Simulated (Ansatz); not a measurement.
**SiH2F radical: one structure at several levels**

The atoms stand at a structure displaced at random from a GFN2-xTB minimum. How far do the functionals agree with CCSD(T) there?

Method: single points in def2-TZVPP; program: Ansatz 0.2.0, Gaussian basis.

Cores are frozen in the correlated methods. Orbitals are unrestricted.

## Step 1: The system as given

SMILES `F[SiH2]`, 4 atoms, charge 0, spin multiplicity 2.

Atoms are counted from 1 here; the program's logs count them from 0.

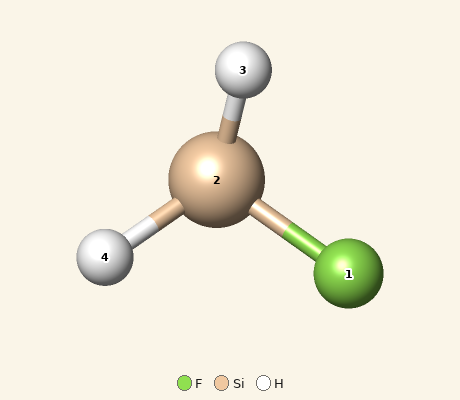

As it starts; fluorine green, silicon light orange, hydrogen white; atoms are numbered from 1 in the order of the file.

Geometry (Å):

| atom | x (Å) | y (Å) | z (Å) |
| --- | --- | --- | --- |
| F1 | 1.2223 | 0.7166 | -0.4183 |
| Si2 | -0.1693 | -0.3232 | -0.1768 |
| H3 | -1.1883 | 0.5528 | -0.2618 |
| H4 | 0.1097 | -1.0249 | 1.1092 |

## Step 2: CCSD(T)/def2-TZVPP

run/in.yaml reads:

```yaml
crystal:
  periodic: [false, false, false]
  atoms:
    - {symbol: F, position_ang: [1.222300, 0.716600, -0.418300]}
    - {symbol: Si, position_ang: [-0.169300, -0.323200, -0.176800]}
    - {symbol: H, position_ang: [-1.188300, 0.552800, -0.261800]}
    - {symbol: H, position_ang: [0.109700, -1.024900, 1.109200]}
basis:
  gaussian: {orbitals: def2-TZVPP}
magnetization: {spin_polarized: true, initial_magnetization: 1}
correlation: {method: ccsd_t}
scf: {omitted_lower_state_checks: [cluster_reference]}
output: {forces: true}
```

No record of the launch command was kept for these runs.

## Step 3: PBE0-D4/def2-TZVPP

run/in.yaml, as its differences from that of step 2:

```diff
@@ -10,4 +10,3 @@
 magnetization: {spin_polarized: true, initial_magnetization: 1}
-correlation: {method: ccsd_t}
-scf: {omitted_lower_state_checks: [cluster_reference]}
-output: {forces: true}
+hamiltonian: {xc: pbe0, dispersion: d4}
+output: {forces: true, orbitals: {seedname: orbitals}}
```

## Step 4: wB97M-V/def2-TZVPP

run/in.yaml, as its differences from that of step 3:

```diff
@@ -10,3 +10,3 @@
 magnetization: {spin_polarized: true, initial_magnetization: 1}
-hamiltonian: {xc: pbe0, dispersion: d4}
-output: {forces: true, orbitals: {seedname: orbitals}}
+hamiltonian: {xc: {name: wB97M-V}}
+output: {forces: true}
```

## Step 5: r2SCAN-D4/def2-TZVPP

run/in.yaml, as its differences from that of step 4:

```diff
@@ -10,3 +10,3 @@
 magnetization: {spin_polarized: true, initial_magnetization: 1}
-hamiltonian: {xc: {name: wB97M-V}}
+hamiltonian: {xc: r2scan, dispersion: d4}
 output: {forces: true}
```

## Step 6: PBE-D4/def2-TZVPP

run/in.yaml, as its differences from that of step 5:

```diff
@@ -10,3 +10,3 @@
 magnetization: {spin_polarized: true, initial_magnetization: 1}
-hamiltonian: {xc: r2scan, dispersion: d4}
+hamiltonian: {xc: pbe, dispersion: d4}
 output: {forces: true}
```

## Step 7: HSE06-D4/def2-TZVPP

run/in.yaml, as its differences from that of step 6:

```diff
@@ -10,3 +10,3 @@
 magnetization: {spin_polarized: true, initial_magnetization: 1}
-hamiltonian: {xc: pbe, dispersion: d4}
+hamiltonian: {xc: hse06, dispersion: d4}
 output: {forces: true}
```

## Step 8: r2SCAN0-D4/def2-TZVPP

run/in.yaml, as its differences from that of step 7:

```diff
@@ -10,3 +10,3 @@
 magnetization: {spin_polarized: true, initial_magnetization: 1}
-hamiltonian: {xc: hse06, dispersion: d4}
+hamiltonian: {xc: {name: r2SCAN0}, dispersion: d4}
 output: {forces: true}
```

(Steps that only read results are left out.)

**Question.** What will these runs give? Wanted: energy less free atoms, CCSD(T)/def2-TZVPP; RMS force component; RMS force error; HOMO and LUMO, PBE0-D4; T1 diagnostic.

The runs gave:

```
                                  quantity                                                                                               value
energy less free atoms, CCSD(T)/def2-TZVPP                                                                                          -11.411 eV
                       RMS force component                                                                1.918 to 2.087 eV/Å over the methods
                           RMS force error  PBE0-D4 0.062, wB97M-V 0.088, r2SCAN-D4 0.064, PBE-D4 0.272, HSE06-D4 0.063, r2SCAN0-D4 0.088 eV/Å
                    HOMO and LUMO, PBE0-D4                                                                                  -6.78 and -2.75 eV
                             T1 diagnostic                                                                                               0.016
```

In words: Against CCSD(T) the functionals' energies less atoms differ by -0.405 to -0.091 eV, PBE-D4 by -0.359 eV. CCSD(T) in triple zeta still lacks some correlation energy of the bonds, so part of these gaps is its own basis error and they don't rank the functionals. On forces the order runs from PBE0-D4 to PBE-D4. Frozen-core CCSD(T) forces in triple zeta carry basis errors of their own, and this is one geometry, so small gaps rank nothing.
